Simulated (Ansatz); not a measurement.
# N2 (singlet): correlated methods under varied settings at distance N1–N2 = 1.521 Å

Aim: run N2 (singlet) at one geometry under a spread of methods and options, and see what each costs and gives.

Program: Ansatz 0.2.0, Gaussian basis. Level of theory: the settings change from run to run. These are calculated values, not measurements.

10 further runs of the same task are left out: 8 that didn't finish, 2 set aside as unsound or not needed.

### 1 The geometry

The geometry derives from a PBE0/def2-TZVP stationary point (not a proven minimum). One bond is set to the value named and the two fragments are kept rigid.

2 atoms, charge 0, spin multiplicity 1.

Atoms are counted from 1 here; the program's logs count them from 0.

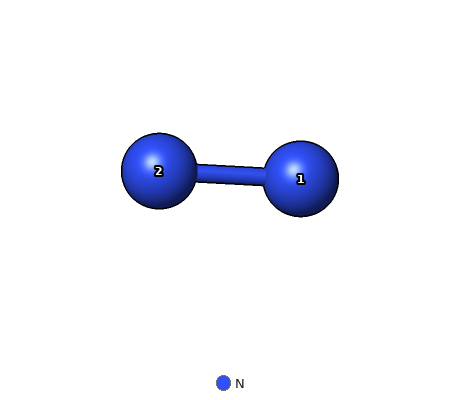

The structure; nitrogen blue; atoms are numbered from 1 in the order of the file.

### 2 NEVPT2(6,5)/6-31++G**

in.yaml

```yaml
crystal:
  periodic: [false, false, false]
  atoms:
    - {symbol: N, position_ang: [0.000000, 0.000000, 0.000000]}
    - {symbol: N, position_ang: [0.000000, 0.000000, 1.521000]}
basis:
  gaussian: {orbitals: "6-31++G**", fitting: {mean_field: def2-universal-jkfit}}
correlation: {method: sc_nevpt2, electrons: outside_noble_gas, active_space: {window: {electrons: 6, orbitals: 5}, states: [{multiplicity: 1, weights: [1, 0.5]}], root: 1}}
scf: {lower_state_search: full}
```

On the command line:

```console
ansatz run in.yaml --threads 1 --pin off --events-out ev --progress --plain --max-ram 2393MiB
```

What it wrote:

```text
Functional definition: HF
  name "HF"
  cite "Fock, Z. Phys. 61, 126 (1930) doi:10.1007/BF01340294"
  parent pbe
  exchange = exact_x
  correlation = 0
154 factors; integrals over basis functions are off by at most 1.3e-1 eV
mean field evaluation 1: about -2956.3469 eV, gradient 8.8e0 eV
mean field evaluation 2: about -2956.6083 eV, gradient 2.7e0 eV
mean field evaluation 4: about -2956.6406 eV, gradient 8.0e-2 eV
mean field evaluation 8: about -2956.7193 eV, gradient 9.3e-1 eV
mean field evaluation 16: about -2956.6406 eV, gradient 2.4e-6 eV
mean field -2956.72969524 eV, -108.6578121566 hartree, gradient 6.1e-6 eV, S^2 0.000000; 2 other end points of the search recorded, 0 dependent functions left out; unrestricted orbitals would lower it
reference -2956.64060387 eV, -108.6545381094 hartree; 7, 7 occupied and 31, 31 virtual orbitals, 154 factors
state -2961.71585040 eV, -108.8410499790 hartree
state -2956.56328499 eV, -108.6516966929 hartree
state -2961.71585040 eV, -108.8410499790 hartree; corrected -2968.13608515 eV, -109.0769892544 hartree
state -2956.56328499 eV, -108.6516966929 hartree; corrected -2963.23350814 eV, -108.8968228724 hartree
Total energy: -2963.23350814 eV, -108.8968228724 hartree
```

Run time: 0.58 s. Hardware: 1 thread of Intel Xeon Platinum 8488C, shared host.

From the report: 16 determinants; active occupations (of the averaged states) 1.99, 1.63, 1.63, 0.37, 0.37.

### 3 NEVPT4(SD)(8,7)/STO-3G

in.yaml

```yaml
crystal:
  periodic: [false, false, false]
  atoms:
    - {symbol: N, position_ang: [0.000000, 0.000000, 0.000000]}
    - {symbol: N, position_ang: [0.000000, 0.000000, 1.521000]}
basis:
  gaussian: {orbitals: STO-3G}
hamiltonian: {pseudopotentials: {relativity: scalar}}
correlation: {method: fic_nevpt4_sd, electrons: all, active_space: {window: {electrons: 8, orbitals: 7}}}
accuracy: high
```

The command is unchanged.

What it wrote:

```text
Functional definition: HF
  name "HF"
  cite "Fock, Z. Phys. 61, 126 (1930) doi:10.1007/BF01340294"
  parent pbe
  exchange = exact_x
  correlation = 0
149 factors; integrals over basis functions are off by at most 1.7e-8 eV
mean field evaluation 1: about -2919.7364 eV, gradient 2.1e0 eV
mean field evaluation 2: about -2919.7296 eV, gradient 2.0e0 eV
mean field evaluation 4: about -2919.7351 eV, gradient 4.4e-2 eV
mean field evaluation 8: about -2919.7351 eV, gradient 1.9e-3 eV
mean field evaluation 16: about -2919.7351 eV, gradient 4.8e-8 eV
mean field evaluation 32: about -2919.7347 eV, gradient 3.0e-1 eV
mean field -2920.15816090 eV, -107.3138330586 hartree, gradient 1.4e-8 eV, S^2 0.000000; 2 other end points of the search recorded, 0 dependent functions left out; unrestricted orbitals would lower it
reference -2919.73513971 eV, -107.2982873166 hartree; 7, 7 occupied and 3, 3 virtual orbitals, 149 factors
state -2928.25686349 eV, -107.6114548893 hartree
state -2928.25686349 eV, -107.6114548893 hartree; corrected -2928.39596742 eV, -107.6165668647 hartree
Total energy: -2928.39596742 eV, -107.6165668647 hartree
Relativity: scalar
```

Wall time 0.66 s (1 thread of Intel Xeon Platinum 8488C, shared host).

From the report: 165 determinants; active occupations 1.99, 1.92, 1.72, 1.72, 0.28, 0.28, 0.08.

### 4 CISDT/6-31G

in.yaml

```yaml
crystal:
  periodic: [false, false, false]
  atoms:
    - {symbol: N, position_ang: [0.000000, 0.000000, 0.000000]}
    - {symbol: N, position_ang: [0.000000, 0.000000, 1.521000]}
basis:
  gaussian: {orbitals: 6-31G}
correlation: {active_space: {ras: {orbitals: [5, 0, 11], electrons: 10, max_holes: 3, max_particles: 3}, fixed_orbitals: true}}
accuracy: high
scf: {lower_state_search: off}
```

Same command.

What it wrote:

```text
Functional definition: HF
  name "HF"
  cite "Fock, Z. Phys. 61, 126 (1930) doi:10.1007/BF01340294"
  parent pbe
  exchange = exact_x
  correlation = 0
these checks for a lower state are left out or cut short: stability, starts, cluster_reference, orbital_swaps, neighbouring_geometries, increment
421 factors; integrals over basis functions are off by at most 4.6e-9 eV
mean field evaluation 1: about -2955.2662 eV, gradient 6.6e0 eV
mean field evaluation 2: about -2955.2699 eV, gradient 6.6e0 eV
mean field evaluation 4: about -2955.3885 eV, gradient 4.5e-1 eV
mean field evaluation 8: about -2955.3892 eV, gradient 4.1e-3 eV
mean field evaluation 16: about -2955.3892 eV, gradient 1.6e-6 eV
mean field -2955.38918396 eV, -108.6085492760 hartree, gradient 5.4e-8 eV, S^2 0.000000; 0 other end points of the search recorded, 0 dependent functions left out
reference -2955.38918396 eV, -108.6085492760 hartree; 7, 7 occupied and 11, 11 virtual orbitals, 421 factors
state -2963.72064755 eV, -108.9147249156 hartree
Total energy: -2963.72064755 eV, -108.9147249156 hartree
Checks for a lower state left out: stability, starts, cluster_reference, orbital_swaps, neighbouring_geometries, increment
```

Wall time 0.85 s (1 thread of Intel Xeon Platinum 8488C, shared host).

From the report: 8,682 determinants.

### 5 BCCD(T) on RHF/pcseg-2

in.yaml

```yaml
crystal:
  periodic: [false, false, false]
  atoms:
    - {symbol: N, position_ang: [0.000000, 0.000000, 0.000000]}
    - {symbol: N, position_ang: [0.000000, 0.000000, 1.521000]}
basis:
  gaussian: {orbitals: pcseg-2, fitting: {mean_field: def2-universal-jkfit}}
magnetization: {spin_polarized: false}
correlation: {method: bccd_t, electrons: valence, diis_vectors: 2}
```

Same command.

What it wrote, shortened:

```text
Functional definition: HF
  name "HF"
  cite "Fock, Z. Phys. 61, 126 (1930) doi:10.1007/BF01340294"
  parent pbe
[...]
154 factors; integrals over basis functions are off by at most 5.2e-1 eV
[...]
mean field -2957.51153036 eV, -108.6865440674 hartree, gradient 1.8e-6 eV, S^2 0.000000; 3 other end points of the search recorded, 0 dependent functions left out; unrestricted orbitals would lower it
[...]
determinant -2957.51153036 eV, -108.6865440674 hartree, with singles and doubles -2970.08984102 eV, -109.1487884583 hartree
determinant -2957.41385456 eV, -108.6829545481 hartree, with singles and doubles -2970.08585206 eV, -109.1486418669 hartree
determinant -2957.51153036 eV, -108.6865440674 hartree, with singles and doubles -2970.06473130 eV, -109.1478656930 hartree
determinant -2957.41385456 eV, -108.6829545481 hartree, with singles and doubles -2969.99478785 eV, -109.1452953187 hartree
determinant -2957.51153036 eV, -108.6865440674 hartree, with singles and doubles -2970.06718334 eV, -109.1479558039 hartree
determinant -2957.41385456 eV, -108.6829545481 hartree, with singles and doubles -2969.99237015 eV, -109.1452064697 hartree
[...]
unrestricted determinant -2961.32493555 eV, -108.8266841232 hartree, S^2 1.7287
2 core orbitals not correlated: weight in the atoms' cores, before any rotation towards them, 1.000 or more for the frozen orbitals, at most 0.000 for the correlated occupied ones
reference -2957.41385456 eV, -108.6829545481 hartree; 5, 5 occupied and 53, 53 virtual orbitals, 154 factors
second order -14.68924130 eV of doubles, -0.00000000 eV of singles
cycle   1  -12.34761116 eV  change    2.3e-1 eV  update   1.7e-2
[...]
cycle  11  -12.45749706 eV  change   -2.8e-6 eV  update   1.3e-6
perturbative correction -1.25934143 eV, -0.0462799440 hartree
WARN: the results are in doubt because among natural orbitals full CI differs from the method by -0.148 eV
Total energy: -2971.13069306 eV, -109.1870390651 hartree
In doubt: among natural orbitals full CI differs from the method by -0.148 eV
```

Wall time 1.5 s (1 thread of Intel Xeon Platinum 8488C, shared host).

From the report: correlation -13.7168 eV; largest double amplitude 0.19. Mind the lines of doubt at the end of the log.

### 6 The runs in one table

 † marks a result that the program doubts.

```tsv
level	correlated	functions	energy (eV)	time
NEVPT2(6,5)/6-31++G** (excited root 1 of an average)	outside noble gas	38	-2963.2335	0.58 s
NEVPT4(SD)(8,7)/STO-3G (relativity set)	all	10	-2928.3960	0.66 s
CISDT/6-31G	valence	18	-2963.7206	0.85 s
BCCD(T) on RHF/pcseg-2 †	valence	60	-2971.1307	1.5 s
```

### 7 What came out

| quantity | value |
| --- | --- |
| runs | 4 |
| quickest | NEVPT2(6,5)/6-31++G** (excited root 1 of an average), 0.58 s |
| slowest | BCCD(T) on RHF/pcseg-2 †, 1.5 s |

In words: Total energies in different bases, with other cores or another treatment of relativity can't be set against each other. BCCD(T) on RHF/pcseg-2 † took 3 times as long as NEVPT2(6,5)/6-31++G** (excited root 1 of an average); the jobs differ in more than the method.
